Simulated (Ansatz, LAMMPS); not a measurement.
# Al in place of Si at several sites of glassy 56SiO2-19BaO-25CaO (mol %) (82 atoms), part 2 of 2

Aim: make Al in place of Si at several sites of glassy 56SiO2-19BaO-25CaO (mol %) (82 atoms), relax each, and compare their energies.

Ansatz 0.2.0; Kohn-Sham DFT, PBE, PAW (set soft_2), plane waves.

The cell: 18 Si, 6 Ba, 8 Ca and 50 O. The quench rate of 10 K/ps is many orders above laboratory rates. The network of bonds at the start is that of the classical potential that made the cell. Only the Γ point is sampled, in a cell whose shortest periodic width is 11 Å. Spin–orbit coupling is left out.

So far. Step 2 (Single point at the start): The r.m.s. force at the start is 1.3 eV/Å. Step 3 (Relaxation): The relaxation converged after 11 steps, 7.41 eV below its start, with a largest force component of 0.046 eV/Å.

## (4) Single point at the relaxed geometry

One more single point at the end of the walk gives the fuller output and checks the residual forces.

input.yaml

```yaml
crystal:
  lattice:
    - [10.67573, 0.0, 0.0]
    - [0.0, 10.67573, 0.0]
    - [0.0, 0.0, 10.67573]
  atoms:
    - { symbol: Si, position: [0.16489, 0.81501, 0.75026] }
    - { symbol: Si, position: [0.81461, 0.07105, 0.81401] }
    - { symbol: Si, position: [0.45902, 0.0704, 0.75722] }
    - { symbol: Si, position: [0.63588, 0.33713, 0.48159] }
    - { symbol: Si, position: [0.65381, 0.31539, 0.19387] }
    - { symbol: Si, position: [0.39789, 0.64967, 0.68409] }
    [... 70 atom lines left out ...]
    - { symbol: O, position: [0.65169, 0.38387, 0.33507] }
    - { symbol: O, position: [0.62942, 0.18514, 0.49161] }
    - { symbol: O, position: [0.15943, 0.69417, 0.35104] }
    - { symbol: O, position: [0.56004, 0.68661, 0.04596] }
    - { symbol: O, position: [0.07227, 0.18302, 0.64879] }
    - { symbol: O, position: [0.93714, 0.62942, 0.46351] }
kpoints:
  mp_grid: { grid: [1, 1, 1] }
hamiltonian:
  xc: pbe
scf:
  occupations: { method: fixed }
output:
  forces: true
  stress: true
  populations: intrinsic
  dos:
    method: { smearing: { sigma: 0.1 } }
    de: 0.1
    projected: { site_lists: { Ba: [Ba], Ca: [Ca], O: [O], Si: [Si] } }
  eigenvalues: true
  write_density: true
  write_potential: true
  volumetric_format: npy
```

Launch:

```
> ansatz run input.yaml --threads 4 --pin off --max-ram 8192MiB --backend cpu --events-out ev --progress --plain --runs-dir out
```

Numbers of over 12 decimals in the logs are rounded to 6 here.

Output:

```text
[...]
Crystal: 82 atoms, lattice volume = 1216.726 Å³
Basis set: ecut = 420 eV, 23847 PW (Γ), exchange–correlation on 144×144×144 points (8 copies of the dense FFT grid, shifted against one another)
Bands: 338, of which v1, the nominal top of the filled ones, is band 256 counted from 1 (255 counted from 0)
Symmetry: 1 space group operations
[...]
k-points: 1
[...]
SCF iter   1: F=—  HF=-90159.439038 eV  |F-HF|=—  |Δ(HF+E_count)|=         —  Δρ=1.77e-3  dr2=4.28e-2  ethr=1.77e-3  ⟨swp⟩=6.0  Hψ=1304  notcnv=0  defer=79
[...]
SCF iter   9: F=-90159.454659 eV  HF=-90159.454659 eV  |F-HF|=1.80e-8  |Δ(HF+E_count)|=   2.88e-8  Δρ=1.13e-6  dr2=1.64e-8  ethr=1.95e-11  ⟨swp⟩=22.0  Hψ=3348  notcnv=0
SCF 1 converged in 9 iterations: F = -90159.454659 eV  dr2 = 1.64e-8
[...]
SCF converged after 9 iterations
Free energy (F): -90159.454659 eV
[...]
Internal energy: -90159.454659 eV  (E = F + TS)
E sigma→0 (E₀):  -90159.454659 eV
Fermi energy:    5.076030 eV
[...]
--- Forces (eV/Å), atoms counted from 1 ---
  atom   1  Si    -0.01736258     0.01232098    -0.01388352
  atom   2  Si     0.00713819     0.01300059    -0.00606637
  atom   3  Si    -0.01207394     0.03249784    -0.02407160
  atom   4  Si     0.02501043    -0.02486898    -0.01915558
  atom   5  Si    -0.00042253     0.00419494    -0.00295500
  atom   6  Si    -0.00202584     0.00570007    -0.00122180
  atom   7  Si     0.00873011     0.00457422    -0.00569477
  atom   8  Si    -0.00529248    -0.00879887    -0.00499502
  atom   9  Si     0.00355459     0.00612180     0.00801539
  atom  10  Si     0.01039291    -0.00330292    -0.01111797
  atom  11  Si     0.01326858    -0.00302033     0.00302927
  atom  12  Si    -0.00470370    -0.00639391     0.00228671
  atom  13  Si     0.03225703    -0.00184629    -0.00293678
  atom  14  Si    -0.02340013     0.00716765     0.02756087
[...]
atom  81  O     -0.00962307     0.00507525     0.00048182
  atom  82  O     -0.00660729    -0.00030433     0.00245629
  max |Σ_I F_I| component: 8.96e-5 eV/Å
--- Stress (GPa, compression-positive) ---
       -0.076281      -0.074891      -0.180340
       -0.074890       1.079208       0.359903
       -0.180339       0.359903       0.140694
  P = ⅓ Tr σ = 0.3812 GPa (3.812 kbar)
--- Band table (eV) ---
[...]
--- intrinsic populations: 82 sites ---
  site symbol       q [e]
     0     Si      2.3580
     1     Si      2.4682
     2     Si      2.3641
[...]
81      O      7.1525
  spilling = 0.000000 (of n_electrons = 512.000000)
```

It took 21 s on 4 threads of Arm Neoverse V1, shared host; peak memory 1.5 GiB.

Read from the output:

```
free energy                                      : -90159.4547 eV
free energy per atom                             : -1099.5055 eV/atom
SCF cycles                                       : 9
pressure                                         : 0.3812 GPa
r.m.s. force component                           : 0.00975 eV/Å
longest force                                    : 0.05868 eV/Å
Fermi energy                                     : 5.076 eV
gap (highest filled to lowest empty level) : 3.899 eV
```

## (5) Al on a site of Si, site Si18

The site has 4 bonded neighbours (O4) at 1.62 Å on average, by cutoffs that count no bonds between two metal atoms or like ions. The change is made in the relaxed cell and the atoms are relaxed again, with spin allowed.

input.yaml

```yaml
crystal:
  lattice:
    - [10.67573, 0.0, 0.0]
    - [0.0, 10.67573, 0.0]
    - [0.0, 0.0, 10.67573]
  atoms:
    [... atom lines 1 to 14 left out ...]
    - { symbol: Si, position: [0.1092, 0.35702, 0.17097] }
    - { symbol: Si, position: [0.891, 0.68189, 0.80867] }
    - { symbol: Si, position: [0.0644, 0.95291, 0.2582] }
    - { symbol: Al, position: [0.35181, 0.42226, 0.54371], spin: 0.6 }
    - { symbol: Ba, position: [0.10184, 0.65774, 0.03245] }
    - { symbol: Ba, position: [0.68235, 0.66297, 0.52684] }
    - { symbol: Ba, position: [0.37324, 0.33811, 0.98794] }
    [... atom lines 22 to 82 left out ...]
magnetization:
  spin_polarized: true
kpoints:
  mp_grid: { grid: [1, 1, 1] }
hamiltonian:
  xc: pbe
scf:
  occupations: { method: fermi_dirac, width: 0.025 }
  lower_state_search: "off"
output:
  forces: true
  eigenvalues: true
relax:
  f_tol: 0.05
  max_steps: 90
```

Output:

```text
[...]
Crystal: 82 atoms, lattice volume = 1216.726 Å³
Basis set: ecut = 420 eV, 23847 PW (Γ), exchange–correlation on 144×144×144 points (8 copies of the dense FFT grid, shifted against one another)
Bands: 339, of which v1, the nominal top of the filled ones, is band 256 counted from 1 (255 counted from 0)
Symmetry: 1 space group operations
[...]
k-points: 1
[...]
Starting moments: Σ|m| = 3 μB on 5 of 82 sites
[...]
SCF iter   1: F=—  HF=-90114.541342 eV  |F-HF|=—  |Δ(HF+E_count)|=         —  Δρ=5.28e-2 (↑5.08e-2 ↓5.28e-2)  dr2=4.52e2  dr2_m=7.58e-1  M=2.812 μB ∫|m|=3.020 μB  β_m=0.30  ethr=3.10e-3  ⟨swp⟩=9.5  Hψ=3793  notcnv=0  defer=106
[...]
spin=Collinear: Resta preconditioning applied to the charge; magnetization (m = ρ↑ − ρ↓) channel mixes plain (no charge-response kernel on spin).
SCF iter   2: F=—  HF=-90083.876964 eV  |F-HF|=—  |Δ(HF+E_count)|=    3.07e1  Δρ=3.46e-2 (↑2.89e-2 ↓3.46e-2)  dr2=7.97e1  dr2_m=1.00e0  M=0.997 μB ∫|m|=1.305 μB  β_m=0.30  ethr=3.10e-3  ⟨swp⟩=3.0  Hψ=1314  notcnv=0  defer=146
SCF iter   3: F=—  HF=-90070.023530 eV  |F-HF|=—  |Δ(HF+E_count)|=    1.39e1  Δρ=2.18e-2 (↑1.88e-2 ↓2.18e-2)  dr2=3.85e1  dr2_m=4.58e-1  M=1.000 μB ∫|m|=1.221 μB  β_m=0.30  ethr=3.10e-3  ⟨swp⟩=3.0  Hψ=1234  notcnv=0  defer=156
[...]
SCF iter   8: F=—  HF=-90058.142341 eV  |F-HF|=—  |Δ(HF+E_count)|=   1.67e-2  Δρ=4.97e-3 (↑3.17e-3 ↓4.97e-3)  dr2=6.51e-1  dr2_m=8.32e-2  M=0.785 μB ∫|m|=0.923 μB  β_m=0.30  ethr=1.93e-4  ⟨swp⟩=4.0  Hψ=554  notcnv=0  defer=156
[...]
spin-set hold released at iteration 8 (site moments contracting): the magnetisation degrees of freedom join the quasi-Newton model from the next iteration; the mixer history was flushed
SCF iter   9: F=—  HF=-90058.180613 eV  |F-HF|=—  |Δ(HF+E_count)|=   3.83e-2  Δρ=5.62e-3 (↑2.41e-3 ↓5.62e-3)  dr2=7.40e-1  dr2_m=8.94e-2  M=0.862 μB ∫|m|=0.993 μB  β_m=0.28  ethr=1.27e-4  ⟨swp⟩=3.0  Hψ=630  notcnv=0  defer=156
SCF iter  10: F=—  HF=-90058.163799 eV  |F-HF|=—  |Δ(HF+E_count)|=   1.68e-2  Δρ=3.52e-3 (↑1.96e-3 ↓3.52e-3)  dr2=3.06e-1  dr2_m=4.13e-2  M=0.772 μB ∫|m|=0.892 μB  β_m=0.30  ethr=1.27e-4  ⟨swp⟩=3.0  Hψ=676  notcnv=0  defer=156
[...]
SCF iter  23: F=-90058.225571 eV  HF=-90058.225577 eV  |F-HF|=6.47e-6  |Δ(HF+E_count)|=   8.95e-7  Δρ=1.88e-5 (↑6.30e-6 ↓1.88e-5)  dr2=8.89e-6  dr2_m=7.95e-7  M=0.980 μB ∫|m|=1.078 μB  β_m=0.48  ethr=3.99e-9  ⟨swp⟩=2.0  Hψ=1806  notcnv=0
SCF iter  24: F=-90058.225576 eV  HF=-90058.225578 eV  |F-HF|=1.18e-6  |Δ(HF+E_count)|=   4.07e-7  Δρ=9.56e-6 (↑2.24e-6 ↓9.56e-6)  dr2=1.78e-6  dr2_m=2.76e-7  M=0.980 μB ∫|m|=1.078 μB  ethr=1.74e-9  ⟨swp⟩=2.0  Hψ=1631  notcnv=0
SCF 1 converged in 24 iterations: F = -90058.225576 eV  dr2 = 1.78e-6
[...]
relax step   1: F+E_penalty+E_count = -90058.22557649 eV  Δ(F+E_penalty+E_count) = +0.000e0 eV  max|allowed force component| = 4.642e0 eV/Å  Δτ_max = 0.0000 Å  (24 SCF iters, dr2 threshold 6.25e-5 eV, accepted)
[... from here on, the SCF cycles and remarks between the steps are left out ...]
relax step   2: F+E_penalty+E_count = -90058.98012460 eV  Δ(F+E_penalty+E_count) = -7.545e-1 eV  max|allowed force component| = 2.786e0 eV/Å  Δτ_max = 0.1936 Å  (14 SCF iters, dr2 threshold 1.00e-4 eV, accepted)
relax step   3: F+E_penalty+E_count = -90059.38271764 eV  Δ(F+E_penalty+E_count) = -4.026e-1 eV  max|allowed force component| = 5.470e-1 eV/Å  Δτ_max = 0.1126 Å  (14 SCF iters, dr2 threshold 1.00e-4 eV, accepted)
relax step   4: F+E_penalty+E_count = -90058.93441340 eV  Δ(F+E_penalty+E_count) = +4.483e-1 eV  max|allowed force component| = 1.898e0 eV/Å  Δτ_max = 0.2000 Å  (16 SCF iters, dr2 threshold 1.87e-5 eV, rejected (line search))
relax step   5: F+E_penalty+E_count = -90059.49534172 eV  Δ(F+E_penalty+E_count) = -1.126e-1 eV  max|allowed force component| = 2.010e-1 eV/Å  Δτ_max = 0.0674 Å  (31 SCF iters, accepted)
relax step   6: F+E_penalty+E_count = -90059.50058757 eV  Δ(F+E_penalty+E_count) = -5.246e-3 eV  max|allowed force component| = 3.365e-1 eV/Å  Δτ_max = 0.1000 Å  (17 SCF iters, dr2 threshold 2.53e-6 eV, accepted)
relax step   7: F+E_penalty+E_count = -90059.51536106 eV  Δ(F+E_penalty+E_count) = -1.477e-2 eV  max|allowed force component| = 1.064e-1 eV/Å  Δτ_max = 0.0408 Å  (18 SCF iters, dr2 threshold 1.53e-5 eV, accepted)
relax step   8: F+E_penalty+E_count = -90059.49664807 eV  Δ(F+E_penalty+E_count) = +1.871e-2 eV  max|allowed force component| = 2.953e-1 eV/Å  Δτ_max = 0.1712 Å  (21 SCF iters, rejected (line search))
relax step   9: F+E_penalty+E_count = -90059.52053048 eV  Δ(F+E_penalty+E_count) = -5.169e-3 eV  max|allowed force component| = 4.724e-2 eV/Å  Δτ_max = 0.0560 Å  (28 SCF iters, accepted)
SCF converged after 28 iterations
Magnetization: 0.9948 μB (255.9974 up, 255.0026 down)
Absolute magnetization: 1.0960 μB (∫|ρ↑−ρ↓|, with the PAW one-centre terms)
[...]
Per-site moments (μB) at R_I (Å): [(-1.46011156486187e-6, 0.659020), (-0.000500788, 0.668887), (-7.274361465036312e-6, 0.666421), (-1.1229978497152899e-5, 0.667319), (-2.4344563339766145e-5, 0.666311), [...]
Free energy (F): -90059.520530 eV
[...]
Internal energy: -90059.475766 eV  (E = F + TS)
E sigma→0 (E₀):  -90059.498148 eV
Entropy (-TS):   -0.044765 eV (-0.546 meV/atom)
Fermi energy:    4.836579 eV
[...]
Σ components = -90059.520530   (vs F -90059.520530, Δ=0.00e0)
--- Forces (eV/Å), atoms counted from 1 ---
  atom   1  Si    -0.01509526     0.00785047     0.02096719
  atom   2  Si     0.00336950    -0.01616072     0.01424315
  atom   3  Si     0.00806461     0.03009205     0.00645540
  atom   4  Si    -0.02831460     0.01041271     0.02416762
[...]
atom  82  O      0.00468045     0.00744068    -0.00218498
  max |Σ_I F_I| component: 7.85e-5 eV/Å
--- Band table (eV) ---
[...]
--- Relaxed structure (9 steps of the walk, 7 accepted, 0 SCFs on fresh bases) ---
  F+E_penalty+E_count = -90059.52053048 eV   max|allowed force component| = 4.724e-2 eV/Å
  atoms:
    - { symbol: Si, position: [0.163863, 0.817268, 0.751672] }
    - { symbol: Si, position: [0.814738, 0.069579, 0.814760] }
    - { symbol: Si, position: [0.457862, 0.067897, 0.758939] }
    - { symbol: Si, position: [0.646360, 0.338520, 0.483284] }
[...]
- { symbol: O, position: [0.934468, 0.630645, 0.457112] }
```

Run time: 7.3 min. Hardware: 4 threads; peak memory 2.4 GiB; 28 min of CPU time.

The relaxation converged after 9 steps, 1.29 eV below its start, with a largest force component of 0.047 eV/Å.

Local excerpt of 10 atoms (numbers count through the whole input) about the Al atom, after relaxation; x, y, z are measured from there.

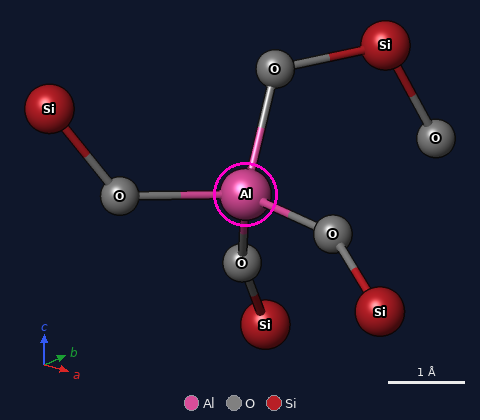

The atoms of the table, within 3.3 Å (arrows a, b, c point along x, y, z); some may hide others; the central atom is ringed.

| atom | x | y | z | distance (Å) | bonds | moment (μB) |
| --- | --- | --- | --- | --- | --- | --- |
| Al18 | 0.00 | 0.00 | 0.00 | 0.00 | 4 | 0.00 |
| O46 | -0.26 | 0.91 | 1.46 | 1.74 | 2 | 0.02 |
| O47 | 1.72 | -0.23 | -0.09 | 1.74 | 4 | 0.00 |
| O70 | -0.74 | 0.80 | -1.36 | 1.74 | 2 | 0.00 |
| O57 | -0.95 | -1.45 | 0.15 | 1.74 | 3 | 0.00 |
| Si6 | 0.39 | 2.40 | 1.53 | 2.87 | 4 | 0.00 |
| Si12 | -1.51 | -2.24 | 1.47 | 3.07 | 4 | 0.00 |
| O65 | 0.66 | 3.11 | 0.09 | 3.18 | 3 | 0.11 |
| Si4 | 3.09 | -0.86 | -0.68 | 3.28 | 4 | 0.00 |
| Si11 | -1.13 | 1.72 | -2.58 | 3.30 | 4 | 0.00 |

The column of bonds counts only the pairs O-Si within 2.12 Å, O-Ca within 2.88 Å, O-Ba within 3.29 Å, O-Al within 2.19 Å; other neighbours, such as metal atoms beside each other in a compound, aren't counted, and periodic images can show an atom twice.

The largest move is 0.26 Å, by O47.

## (6) Al on a site of Si, site Si9

The site has 4 bonded neighbours (O4) at 1.67 Å on average. 

Input and log are left out; they have the form of those shown for this kind of step.

Elapsed: 5.7 min, on 4 threads of Arm Neoverse V1, shared host; peak memory 2.4 GiB.

The relaxation converged after 9 steps, 0.986 eV below its start, with a largest force component of 0.031 eV/Å.

## (7) Al on a site of Si, site Si12

The site has 4 bonded neighbours (O4) at 1.65 Å on average. 

Input and log are left out; they have the form of those shown for this kind of step.

Elapsed: 13 min, on 4 threads of Arm Neoverse V1, shared host; peak memory 2.4 GiB.

The relaxation converged after 23 steps, 1.54 eV below its start, with a largest force component of 0.044 eV/Å.

## (8) Al on a site of Si, site Si3

The site has 4 bonded neighbours (O4) at 1.66 Å on average. 

Input and log are left out; they have the form of those shown for this kind of step.

Run time: 16 min. Hardware: 4 threads of Arm Neoverse V1, shared host; peak memory 2.4 GiB; 61 min of CPU time.

The relaxation converged after 23 steps, 1.59 eV below its start, with a largest force component of 0.048 eV/Å.

## (9) Al on a site of Si, site Si15

The site has 4 bonded neighbours (O4) at 1.63 Å on average. 

Input and log are left out; they have the form of those shown for this kind of step.

The job ended after 8.4 min (4 threads of Arm Neoverse V1, shared host; peak memory 2.4 GiB; 33 min of CPU time).

The relaxation converged after 11 steps, 1.03 eV below its start, with a largest force component of 0.040 eV/Å.

## (10) Al on a site of Si, site Si6

The site has 4 bonded neighbours (O4) at 1.64 Å on average. 

Input and log are left out; they have the form of those shown for this kind of step.

Elapsed: 4.6 min, on 4 threads of Arm Neoverse V1, shared host; peak memory 2.4 GiB.

The relaxation was stopped at its limit after 5 steps, 0.985 eV below its start, with a largest force component of 0.15 eV/Å.

The surroundings of the Al atom, after relaxation, nearest first, numbered as they follow in the input and with coordinates relative to it.

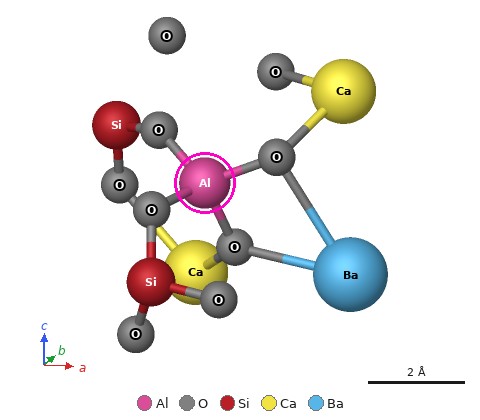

The atoms of the table, within 3.7 Å (arrows a, b, c point along x, y, z); some may hide others; the central atom is ringed.

| atom | x | y | z | distance (Å) | bonds |
| --- | --- | --- | --- | --- | --- |
| Al6 | 0.00 | 0.00 | 0.00 | 0.00 | 4 |
| O71 | -1.25 | 0.85 | 0.85 | 1.73 | 2 |
| O46 | -0.68 | -1.60 | -0.26 | 1.75 | 2 |
| O65 | 0.42 | 0.78 | -1.53 | 1.77 | 3 |
| O41 | 1.62 | -0.17 | 0.70 | 1.77 | 4 |
| Si18 | -0.45 | -2.42 | -1.60 | 2.93 | 4 |
| Si1 | -2.48 | 1.86 | 0.64 | 3.16 | 4 |
| O47 | 1.13 | -2.75 | -1.79 | 3.47 | 2 |
| O33 | -0.56 | -0.88 | 3.32 | 3.48 | 3 |
| Ca31 | 2.56 | 1.56 | 1.78 | 3.48 | 6 |
| O70 | -1.00 | -1.66 | -2.94 | 3.52 | 2 |
| Ca32 | -0.89 | 2.32 | -2.52 | 3.54 | 5 |
| Ba20 | 3.11 | 0.19 | -1.80 | 3.60 | 7 |
| O63 | 0.60 | 3.17 | 1.70 | 3.65 | 4 |
| O40 | -2.61 | 2.54 | -0.80 | 3.73 | 3 |

The column of bonds counts only the pairs O-Si within 2.12 Å, O-Ca within 2.98 Å, O-Ba within 3.29 Å, O-Al within 2.19 Å; other neighbours, such as metal atoms beside each other in a compound, aren't counted, and periodic images can show an atom twice.

The largest move is 0.16 Å, by O46.

## (11) The sites compared

All these cells hold the same atoms, so their energies can be compared with no chemical potential.

| site | neighbours | mean distance (Å) | atoms within 6 Å | energy over the best site (eV) | before relaxation (eV) | gain on relaxing (eV) | moment (μB) |
| --- | --- | --- | --- | --- | --- | --- | --- |
| Si3 | O4 | 1.66 | 60 | 0.00 | 0.00 | 1.59 | 1.0 |
| Si18 | O4 | 1.62 | 52 | 0.51 | 0.22 | 1.29 | 1.0 |
| Si12 | O4 | 1.65 | 62 | 0.52 | 0.47 | 1.54 | 1.0 |
| Si15 | O4 | 1.63 | 58 | 1.09 | 0.54 | 1.03 | 1.0 |
| Si9 | O4 | 1.67 | 57 | 1.11 | 0.50 | 0.99 | 1.0 |
| Si6 * | O4 | 1.64 | 61 | 1.34 | 0.74 | 0.98 | - |

* The relaxation didn't finish, so this cell's energy would fall further, and differences against it can move either way. Neighbours are those of the relaxed host within 2.12 Å (O-Si); other pairs aren't counted.

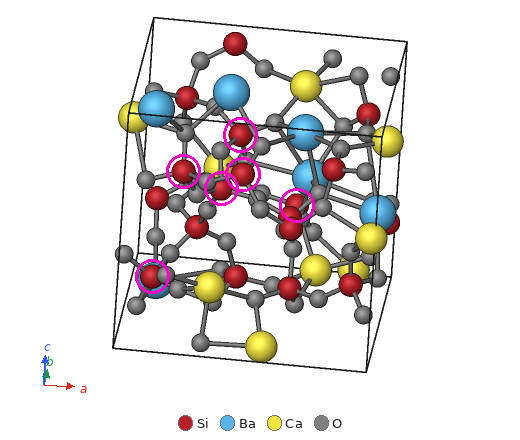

The relaxed cell with the tried sites ringed. Bonds to atoms that aren't drawn are left out. Some periodic images of atoms are drawn too.

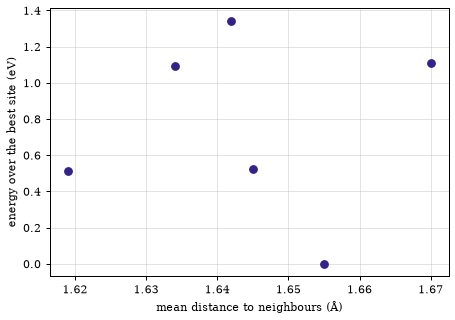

Site energy against the site's surroundings.

## (12) Outcome

The cheapest site is Si3 (4 neighbours, O4); the dearest, Si6 (4 neighbours, O4, relaxation unfinished), costs 1.3 eV more. Over 6 sites the energy shows no clear trend with the mean distance to neighbours. Relaxation gains 0.98 to 1.6 eV and leaves the best site the same.

Caveats: Defects are neutral and interact with their images. The reference ran with fixed occupations, but 6 of the 6 defect cells with fermi-dirac smearing of 0.025 eV, spin polarised. In a disordered cell the relaxation can also rearrange atoms far from the site. In the spin-polarised runs the search for a state of lower energy was switched off. Only 6 of the 18 Si sites were tried; unless symmetry makes the others alike to these, a cheaper one may exist. A local or semilocal functional tends to spread out the unpaired spin of such defects.

The DFT runs together took 57 min of wall time.

[Logs are printed without paths, hosts, clocks, repeated set-up lines and the standing remarks that a program may print on its own settings, such as how far it seeks lower states.]

[Hosts, paths, dates, database ids (printed as entryN), source tags and the programs' standing remarks are cut or masked in the printed files.]
